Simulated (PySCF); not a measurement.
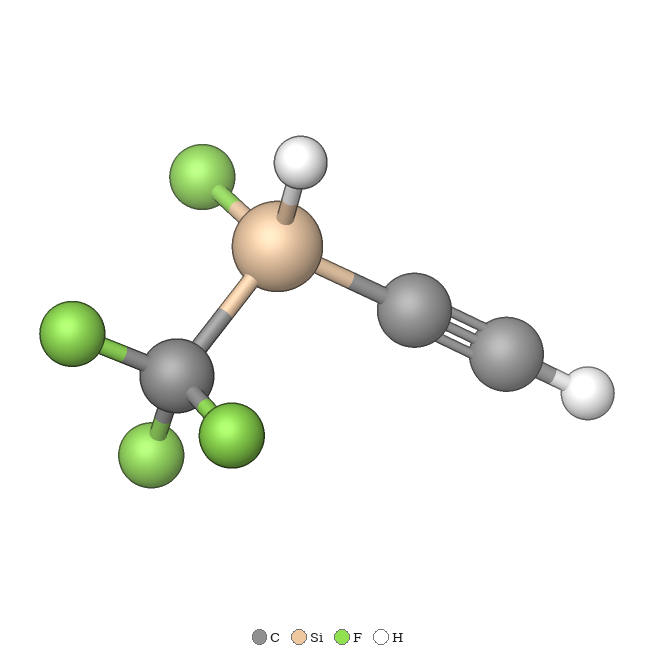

A ball-and-stick model of a molecule. Double and triple bonds are drawn as two and three sticks.

Computed geometry: PBE0-D3(BJ)/def2-SVP optimisation. No frequency run is at hand to confirm it as a minimum.

**Which formula does it have?**

C₃H₂F₄Si, 10 atoms: 3 carbon, 2 hydrogen, 4 fluorine and 1 silicon.

**What is the point group of this geometry?**

C1.

More results for the same structure follow; atom numbers are the same in all pictures, views and colours differ.

## Geometry

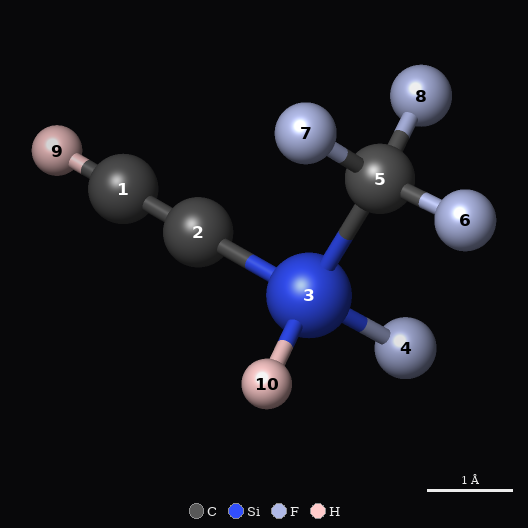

Numbered structure. No frequency run is at hand to confirm it as a minimum.

List the bonds and their lengths.

| bond | length (Å) | order |
| --- | --- | --- |
| C1–C2 | 1.216 | triple |
| C1–H9 | 1.076 | single |
| C2–Si3 | 1.814 | single |
| Si3–F4 | 1.617 | single |
| Si3–C5 | 1.924 | single |
| Si3–H10 | 1.479 | single |
| C5–F6 | 1.340 | single |
| C5–F7 | 1.341 | single |
| C5–F8 | 1.336 | single |

## Electronic properties

No frequency run is at hand to confirm it as a minimum. Properties computed with B3LYP/6-31G*, gas phase (PySCF 2.14.0).

**Give the dipole moment at this level.**

2.53 D.

**Give the HOMO energy (Kohn–Sham orbital) at this level.**

−8.30 eV.

**Estimate the LUMO energy (Kohn–Sham orbital).**

−1.04 eV.

## Spin–spin coupling

No frequency run is at hand to confirm it as a minimum. Level of theory: B3LYP/cc-pVTZ indirect spin-spin coupling, non-relativistic, gas phase (PySCF 2.14.0). Isotopes: 13C, 19F, 1H, 29Si.

Give the spin–spin coupling constants of these pairs, with the number of bonds between them: Si3/H10, Si3/F4, Si3/F8, Si3/F6, F6/F8, C2/F6, C2/F7, Si3/H9.

```
    pair  bonds apart  J (Hz)
Si3, H10            1  −216.6
 Si3, F4            1   353.5
 Si3, F8            2   −51.0
 Si3, F6            2   −70.5
  F6, F8            2    47.6
  C2, F6            3    10.6
  C2, F7            3    −1.5
 Si3, H9            3    −5.0
```

Density functionals are unreliable for couplings to fluorine, so those rows may be far off.

## Core levels

No frequency run is at hand to confirm it as a minimum. Level of theory: delta-SCF UKS B3LYP, pcX-2 on the ionised atom, pcseg-1 elsewhere, spin-free X2C (PySCF 2.14.0).

Give the core-electron binding energies (to vacuum; p and d levels without spin–orbit splitting) of C1 1s, C2 1s, Si3 1s, Si3 2p, F4 1s, C5 1s, F6 1s.

```json
{"atom": "C1", "level": "1s", "binding energy (eV)": "291.8"}
{"atom": "C2", "level": "1s", "binding energy (eV)": "291.3"}
{"atom": "Si3", "level": "1s", "binding energy (eV)": "1847.7"}
{"atom": "Si3", "level": "2p", "binding energy (eV)": "109.3"}
{"atom": "F4", "level": "1s", "binding energy (eV)": "692.6"}
{"atom": "C5", "level": "1s", "binding energy (eV)": "297.8"}
{"atom": "F6", "level": "1s", "binding energy (eV)": "693.7"}
```
